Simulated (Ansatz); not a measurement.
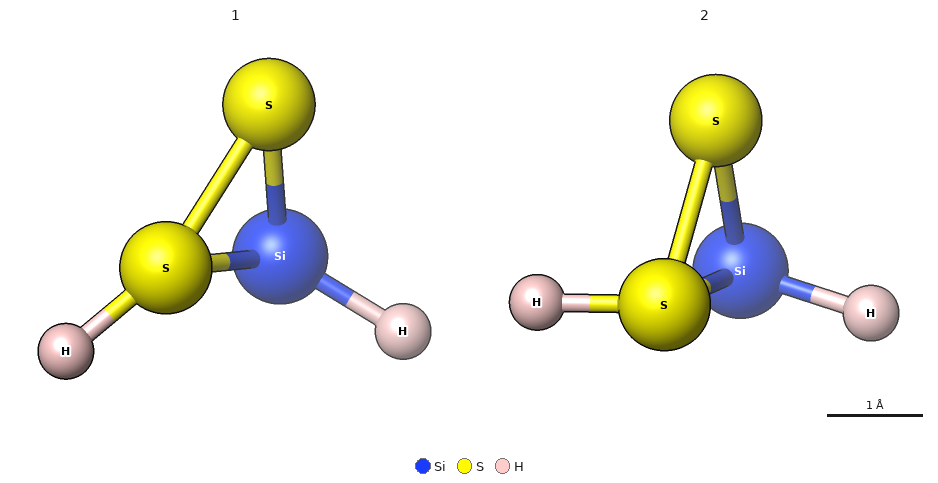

Two geometries of SiH2S2, drawn at one scale. One is the start of a relaxation, the other its converged end. The picture is a ball-and-stick view, seen at a tilt.

Computed with RKS r2SCAN/def2-SVP (Ansatz). Settings: no spin polarisation; force threshold 0.02 eV/Å; at most 50 steps.

Which geometry has the lower energy?

Structure 2 is the relaxed one. The run prepares an end point of a later path (hydrogen shift) calculation, from a guessed geometry. The energy falls by 2.680 eV in 8 geometry steps. The largest force component goes from 4 to 0.0099 eV/Å. The largest move after the best rigid fit is that of an S atom, 0.56 Å. Largest moves by element: S 0.56 Å, H 0.54 Å, Si 0.34 Å. Some distances before and after: S–Si 2.069 → 2.389 Å, S–Si 2.066 → 2.292 Å, S–S 2.066 → 2.094 Å, H–S 1.380 → 1.364 Å. Among the angles between lasting bonds that change: S–S–H 161.9° → 100.6°, S–Si–H 115.2° → 86.9°, Si–S–H 124.7° → 98.4°. Groups turn about S–Si by about 25°. The run took of the order of 40 core-seconds on a shared host.
